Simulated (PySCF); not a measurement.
**BI (charge +1, doublet): density, localisation and related maps**

```xyz
2

B     0.0000    0.0000   -1.8054
I     0.0000    0.0000    0.1566
```

Computed with PySCF, PBE0/x2c-SVPall, spin-free X2C-1e, Gaussian nucleus, at a bond length of 1.962 Å.

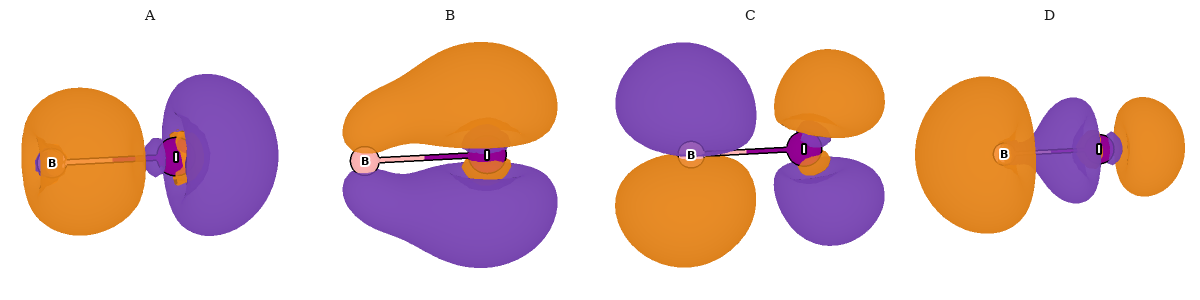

Figure 1. Four frontier β-spin orbitals, each drawn at the value that holds 80 % of its norm (orange and purple are the two phases), in no order; of a degenerate pair one member is drawn.

### Name the orbitals and rank them from lowest to highest energy.

Orbital A: σ, occupied in this spin, −19.43 eV; shared between the atoms (B 35 %, I 65 %).
Orbital B: π, occupied in this spin, −15.73 eV; mainly on I (85 %).
Orbital D: σ, empty in this spin, −10.70 eV; mainly on B (80 %).
Orbital C: π, empty in this spin, −8.57 eV; mainly on B (70 %).

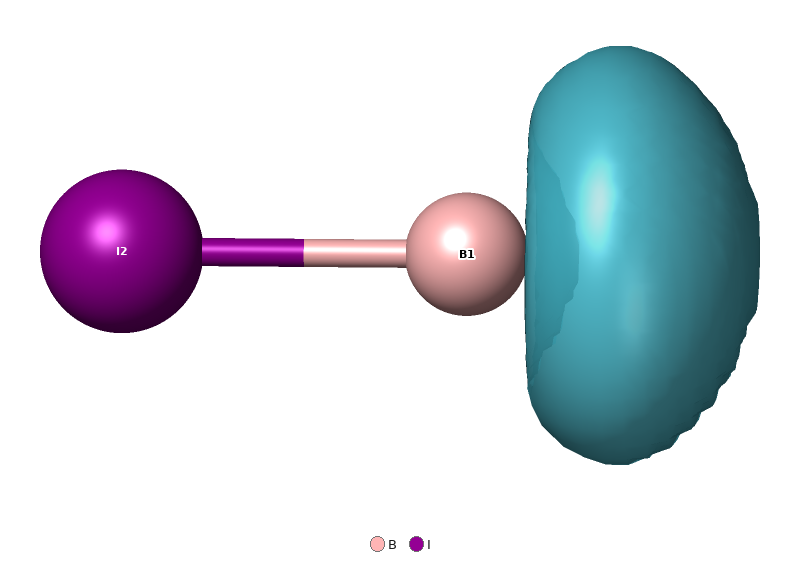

Figure 2. Isosurface of the electron localisation function at 0.9 (cyan), seen from one side. Core shells and regions of very low density are left out.

### Identify the bonds, lone pairs and shells in this picture.

At this value the surface marks out one lobe on B, pointing away from the bonds (non-bonding electrons).


B–I (1.96 Å): the ELF peaks at about 0.85 between the atoms, as expected for localised, covalent bonding.

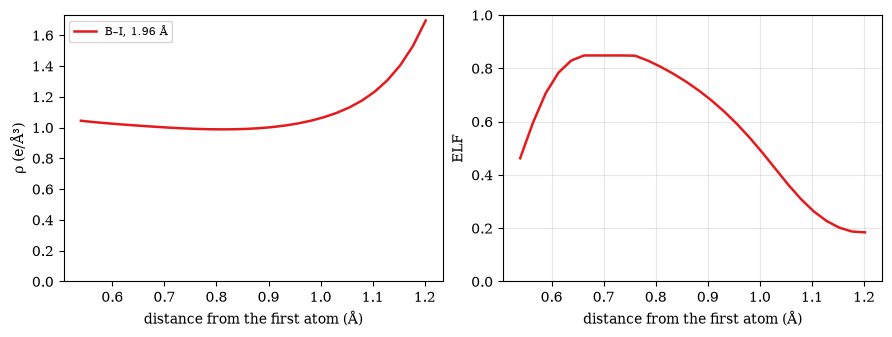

Figure 3. Electron density and ELF along straight lines between neighbouring atoms. The curves leave out the atomic cores.

### What can be read from the curves?

B–I (1.96 Å): ρ at the midpoint is about 1 e/Å³; the ELF peaks at about 0.85 between the atoms, as expected for a covalent bond.
